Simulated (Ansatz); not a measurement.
**SiH₂OF₂: geometry relaxation (part 2 of 2)**

The same run, continued: SiH₂OF₂; RKS BHLYP-D4/def2-SVP (Ansatz 0.2.0). It belongs to a series of runs on one base structure; here: end point B relaxed.

Geometry of the input (Å):
```
Si -0.7947  0.1079  0.3093
H  1.5646  0.1983  1.5419
F  1.9471  -0.1066  0.7654
F  -0.6836  1.1950  -0.8825
O  -1.0416  -1.2355  -0.6032
H  -1.1595  -2.0690  -0.1547
```

Trajectory as extended XYZ, continued
```
6
Properties=species:S:1:pos:R:3:forces:R:3 step=9 energy=-15381.24313
Si   -0.9339    0.0917    0.3254   -0.0469  -0.0526   0.0644
H     1.8224    0.2810    1.5361   -0.0232  -0.0176  -0.1100
F     1.6047   -0.0963    0.7275    0.0311   0.0089   0.1038
F    -0.5088    1.1678   -0.8082    0.0130   0.0206  -0.0425
O    -0.9576   -1.2655   -0.6136    0.0284  -0.0077  -0.0084
H    -1.1944   -2.0888   -0.1912   -0.0024   0.0484  -0.0072
6
Properties=species:S:1:pos:R:3:forces:R:3 step=10 energy=-15381.24509
Si   -0.9431    0.0946    0.3276   -0.0308  -0.0317   0.0624
H     1.8199    0.2925    1.5160   -0.0140  -0.0093  -0.0869
F     1.5825   -0.1196    0.7307    0.0242   0.0063   0.0897
F    -0.5003    1.1713   -0.7993    0.0115   0.0221  -0.0358
O    -0.9390   -1.2637   -0.6087    0.0082  -0.0228  -0.0235
H    -1.1876   -2.0852   -0.1902    0.0009   0.0355  -0.0059
6
Properties=species:S:1:pos:R:3:forces:R:3 step=11 energy=-15381.19714 accepted=F
Si   -0.9651    0.0865    0.3390    0.0001  -0.0674  -0.0423
H     1.8508    0.4049    1.4283   -0.8392  -1.5792  -1.6268
F     1.5126   -0.2340    0.7928    0.8404   1.5999   1.6288
F    -0.4665    1.1775   -0.7556    0.0231  -0.0077   0.0225
O    -0.9087   -1.2622   -0.6139   -0.0405   0.0251   0.0343
H    -1.1907   -2.0827   -0.2146    0.0162   0.0293  -0.0165
6
Properties=species:S:1:pos:R:3:forces:R:3 step=12 energy=-15381.24988
Si   -0.9469    0.0827    0.3366   -0.0319  -0.0219   0.0278
H     1.8294    0.3531    1.4748   -0.0319  -0.0515  -0.1319
F     1.5640   -0.1605    0.7604    0.0437   0.0513   0.1334
F    -0.4760    1.1678   -0.7728    0.0157   0.0107  -0.0100
O    -0.9320   -1.2662   -0.6135   -0.0068  -0.0178  -0.0130
H    -1.2061   -2.0868   -0.2093    0.0111   0.0293  -0.0063
6
Properties=species:S:1:pos:R:3:forces:R:3 step=13 energy=-15381.25528
Si   -0.9715    0.0702    0.3403    0.0343   0.0230  -0.0462
H     1.8509    0.4098    1.4306   -0.0667  -0.1219  -0.1931
F     1.5533   -0.1893    0.7984    0.0568   0.1231   0.1975
F    -0.4445    1.1608   -0.7428   -0.0173  -0.0326   0.0502
O    -0.9301   -1.2707   -0.6203   -0.0176  -0.0102   0.0026
H    -1.2257   -2.0907   -0.2302    0.0105   0.0184  -0.0109
6
Properties=species:S:1:pos:R:3:forces:R:3 step=14 energy=-15381.24537 accepted=F
Si   -0.9718    0.0551    0.3505   -0.0117   0.0052  -0.0286
H     1.8657    0.4885    1.3528   -0.5397  -1.1601  -0.8262
F     1.5271   -0.2475    0.8690    0.5254   1.1725   0.8082
F    -0.4175    1.1571   -0.7085    0.0225  -0.0248   0.0500
O    -0.9323   -1.2702   -0.6322   -0.0128  -0.0270   0.0210
H    -1.2388   -2.0929   -0.2555    0.0162   0.0342  -0.0244
6
Properties=species:S:1:pos:R:3:forces:R:3 step=15 energy=-15381.26030
Si   -0.9732    0.0623    0.3460    0.0040  -0.0081  -0.0122
H     1.8525    0.4463    1.3903   -0.0755  -0.1443  -0.1896
F     1.5385   -0.2113    0.8277    0.0701   0.1457   0.1895
F    -0.4219    1.1562   -0.7202    0.0034   0.0012   0.0203
O    -0.9311   -1.2711   -0.6251   -0.0055  -0.0074   0.0035
H    -1.2325   -2.0924   -0.2425    0.0036   0.0129  -0.0116
6
Properties=species:S:1:pos:R:3:forces:R:3 step=16 energy=-15381.26564
Si   -0.9787    0.0575    0.3492   -0.0247  -0.0345   0.0181
H     1.8582    0.4771    1.3456   -0.1260  -0.2538  -0.2384
F     1.5234   -0.2363    0.8656    0.1186   0.2616   0.2298
F    -0.4075    1.1553   -0.7020    0.0307   0.0194   0.0018
O    -0.9276   -1.2707   -0.6285    0.0019   0.0021  -0.0025
H    -1.2355   -2.0931   -0.2538   -0.0004   0.0052  -0.0088
6
Properties=species:S:1:pos:R:3:forces:R:3 step=17 energy=-15381.27592
Si   -0.9999    0.0433    0.3535    0.0022   0.0040  -0.0040
H     1.8807    0.5169    1.2747   -0.1892  -0.2972  -0.2282
F     1.4877   -0.2389    0.9180    0.1761   0.2893   0.2213
F    -0.3617    1.1440   -0.6594    0.0036  -0.0053   0.0257
O    -0.9201   -1.2771   -0.6330    0.0087  -0.0045   0.0011
H    -1.2543   -2.0981   -0.2776   -0.0014   0.0138  -0.0160
6
Properties=species:S:1:pos:R:3:forces:R:3 step=18 energy=-15381.27416 accepted=F
Si   -1.0044    0.0342    0.3623   -0.0316  -0.0212   0.0061
H     1.8725    0.5620    1.1600   -0.7095  -1.3980  -0.3377
F     1.4628   -0.2776    1.0141    0.6728   1.4200   0.3011
F    -0.3310    1.1433   -0.6217    0.0583  -0.0244   0.0470
O    -0.9062   -1.2755   -0.6373   -0.0043  -0.0090   0.0079
H    -1.2614   -2.0964   -0.3014    0.0142   0.0326  -0.0244
6
Properties=species:S:1:pos:R:3:forces:R:3 step=19 energy=-15381.28621
Si   -1.0061    0.0392    0.3581    0.0045  -0.0168  -0.0074
H     1.8674    0.5385    1.2194   -0.1264  -0.1998  -0.1608
F     1.4788   -0.2541    0.9556    0.1049   0.2021   0.1505
F    -0.3370    1.1404   -0.6352    0.0177   0.0015   0.0296
O    -0.9111   -1.2770   -0.6328   -0.0015   0.0000   0.0063
H    -1.2595   -2.0970   -0.2890    0.0008   0.0129  -0.0182
6
Properties=species:S:1:pos:R:3:forces:R:3 step=20 energy=-15381.29710
Si   -1.0029    0.0296    0.3661   -0.0133  -0.0103   0.0106
H     1.8491    0.5621    1.1636   -0.1306  -0.2159  -0.1518
F     1.4671   -0.2583    0.9892    0.1110   0.2173   0.1383
F    -0.3025    1.1323   -0.6054    0.0267   0.0036   0.0277
O    -0.9067   -1.2788   -0.6343    0.0057  -0.0078  -0.0048
H    -1.2716   -2.0969   -0.3031    0.0006   0.0132  -0.0200
6
Properties=species:S:1:pos:R:3:forces:R:3 step=21 energy=-15381.31198
Si   -1.0078    0.0224    0.3729   -0.0338  -0.0168   0.0301
H     1.8331    0.5807    1.0744   -0.3486  -0.7050  -0.1314
F     1.4529   -0.2686    1.0573    0.3074   0.7234   0.0955
F    -0.2730    1.1288   -0.5717    0.0624  -0.0108   0.0402
O    -0.8959   -1.2780   -0.6359    0.0068  -0.0077  -0.0115
H    -1.2769   -2.0953   -0.3208    0.0058   0.0170  -0.0228
6
Properties=species:S:1:pos:R:3:forces:R:3 step=22 energy=-15381.32947
Si   -1.0221    0.0114    0.3834   -0.0232  -0.0339   0.0422
H     1.8063    0.5880    0.9384   -0.7188  -1.4171   0.2110
F     1.4224   -0.2517    1.1468    0.6397   1.4290  -0.2595
F    -0.2130    1.1149   -0.5076    0.0817  -0.0048   0.0353
O    -0.8766   -1.2784   -0.6355    0.0022  -0.0201   0.0061
H    -1.2845   -2.0941   -0.3494    0.0184   0.0470  -0.0350
6
Properties=species:S:1:pos:R:3:forces:R:3 step=23 energy=-15381.35491
Si   -1.0123    0.0026    0.3941   -0.0246  -0.0342   0.0558
H     1.7604    0.5982    0.8953   -0.5382  -1.0703   0.1632
F     1.4096   -0.2355    1.1490    0.4833   1.0452  -0.1782
F    -0.1598    1.0967   -0.4704    0.0578   0.0451  -0.0047
O    -0.8671   -1.2816   -0.6309    0.0126  -0.0137  -0.0042
H    -1.2985   -2.0904   -0.3609    0.0092   0.0279  -0.0319
6
Properties=species:S:1:pos:R:3:forces:R:3 step=24 energy=-15381.40354
Si   -0.9578   -0.0303    0.4400    0.0854   0.2166  -0.1425
H     1.6104    0.6062    0.7633   -0.2187  -0.5905   0.1348
F     1.4074   -0.1920    1.1994    0.2431   0.5176  -0.1224
F    -0.0446    1.0648   -0.4035   -0.1556  -0.1551   0.1557
O    -0.8397   -1.2870   -0.6205   -0.0474  -0.0819   0.0162
H    -1.3433   -2.0717   -0.4025    0.0931   0.0933  -0.0419
6
Properties=species:S:1:pos:R:3:forces:R:3 step=25 energy=-15381.42627
Si   -1.0196    0.0047    0.4059   -0.1259  -0.2617   0.0662
H     1.5594    0.5621    0.7193    0.0256   0.3474  -0.3900
F     1.4796   -0.1888    1.2319   -0.0543  -0.3484   0.3707
F    -0.0433    1.0661   -0.3728    0.1555   0.1083  -0.0833
O    -0.8176   -1.2857   -0.6040   -0.0071   0.2009   0.0314
H    -1.3262   -2.0684   -0.4041    0.0063  -0.0465   0.0050
6
Properties=species:S:1:pos:R:3:forces:R:3 step=26 energy=-15381.34529 accepted=F
Si   -1.0383   -0.0001    0.4222   -0.1272  -0.1371   0.0817
H     1.5395    0.4537    0.5580   -0.2086  -1.5946   2.4124
F     1.4849   -0.1078    1.3623    0.1067   1.6293  -2.4852
F    -0.0388    1.0760   -0.3227    0.1640  -0.0712  -0.0820
O    -0.8119   -1.2669   -0.6133    0.0660   0.2143   0.0721
H    -1.3029   -2.0649   -0.4303   -0.0009  -0.0407   0.0010
6
Properties=species:S:1:pos:R:3:forces:R:3 step=27 energy=-15381.44571
Si   -1.0315    0.0060    0.4179   -0.0439  -0.1057   0.0173
H     1.5437    0.5043    0.6421   -0.0456  -0.1043   0.0373
F     1.4712   -0.1545    1.2852    0.0002   0.1075  -0.0666
F    -0.0353    1.0679   -0.3500    0.0792   0.0197  -0.0258
O    -0.8176   -1.2666   -0.6095    0.0130   0.1096   0.0511
H    -1.2981   -2.0672   -0.4096   -0.0029  -0.0268  -0.0132
6
Properties=species:S:1:pos:R:3:forces:R:3 step=28 energy=-15381.44833
Si   -1.0406    0.0118    0.4192   -0.0070  -0.0835  -0.0072
H     1.5237    0.4906    0.6263   -0.0236   0.0005  -0.0480
F     1.4789   -0.1473    1.2898   -0.0119  -0.0001   0.0297
F    -0.0246    1.0628   -0.3419    0.0453   0.0259  -0.0117
O    -0.8148   -1.2610   -0.6035    0.0076   0.0782   0.0436
H    -1.2903   -2.0669   -0.4139   -0.0105  -0.0210  -0.0064
6
Properties=species:S:1:pos:R:3:forces:R:3 step=29 energy=-15381.44926
Si   -1.0305    0.0114    0.4258   -0.0670  -0.0655   0.0392
H     1.5094    0.4830    0.6168   -0.0018   0.0226  -0.0499
F     1.4745   -0.1425    1.2927   -0.0119  -0.0178   0.0295
F    -0.0189    1.0629   -0.3412    0.0626   0.0295  -0.0255
O    -0.8146   -1.2579   -0.6007    0.0302   0.0402   0.0016
H    -1.2875   -2.0668   -0.4174   -0.0121  -0.0089   0.0051
6
Properties=species:S:1:pos:R:3:forces:R:3 step=30 energy=-15381.44946
Si   -1.0429    0.0185    0.4275    0.0102   0.0178   0.0276
H     1.4997    0.4605    0.5880   -0.0266  -0.0697   0.0917
F     1.4594   -0.1352    1.2939    0.0265   0.0474  -0.0660
F    -0.0089    1.0650   -0.3250   -0.0241   0.0095  -0.0334
O    -0.7991   -1.2538   -0.5862    0.0134  -0.0243  -0.0323
H    -1.2759   -2.0649   -0.4222    0.0005   0.0194   0.0125
6
Properties=species:S:1:pos:R:3:forces:R:3 step=31 energy=-15381.45010
Si   -1.0361    0.0177    0.4297    0.0273   0.0092  -0.0305
H     1.4929    0.4619    0.5952   -0.0004  -0.0003  -0.0022
F     1.4589   -0.1446    1.2900   -0.0012   0.0006   0.0012
F    -0.0135    1.0692   -0.3338   -0.0210  -0.0215   0.0203
O    -0.7962   -1.2529   -0.5895   -0.0040   0.0175   0.0085
H    -1.2737   -2.0613   -0.4155   -0.0006  -0.0055   0.0027
6
Properties=species:S:1:pos:R:3:forces:R:3 step=32 energy=-15381.45013
Si   -1.0358    0.0175    0.4292    0.0054   0.0049  -0.0058
H     1.4941    0.4617    0.5951   -0.0010  -0.0021   0.0020
F     1.4589   -0.1439    1.2907    0.0005   0.0015  -0.0024
F    -0.0139    1.0689   -0.3333   -0.0055  -0.0066   0.0048
O    -0.7973   -1.2526   -0.5903    0.0011   0.0045  -0.0003
H    -1.2735   -2.0617   -0.4153   -0.0005  -0.0022   0.0017
```

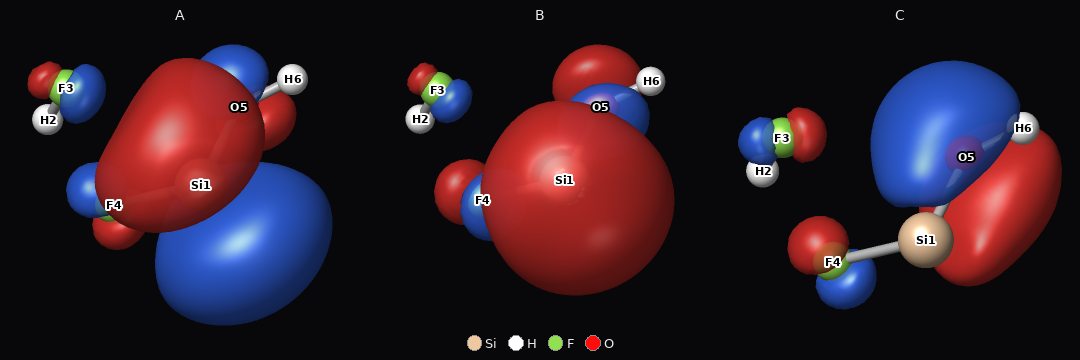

Three frontier orbitals at ±0.1 Å⁻³ᐟ² (blue and red are the two phases). C is the HOMO−1 (−11.79 eV). B is the HOMO (−8.55 eV). By Hirshfeld shares it lies mainly on Si1 (75 %) and O5 (15 %). A is the LUMO (−0.17 eV). Its weight (Hirshfeld) is mainly on Si1 (80 %) and O5 (10 %). The HOMO–LUMO gap is 8.38 eV between the orbital energies.

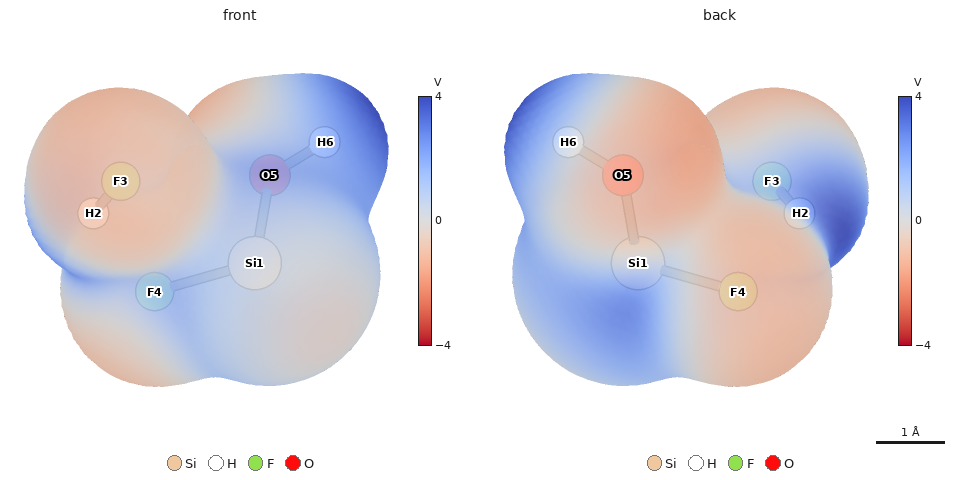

The molecular electrostatic potential painted on the density surface at 0.004 e/bohr³, seen at a tilt and from behind; the colour scale runs from red (negative) to blue (positive). A positive charge is drawn to the negative regions and a negative charge to the positive ones.

Results in brief

| quantity | value |
| --- | --- |
| outcome | converged |
| total energy | −15381.4503 eV |
| mean-field energy | −15381.3446 eV |
| largest force (length of the vector) at the end | 0.010 eV/Å |
| wall time | 57 s |
| peak memory | 0.14 GiB |
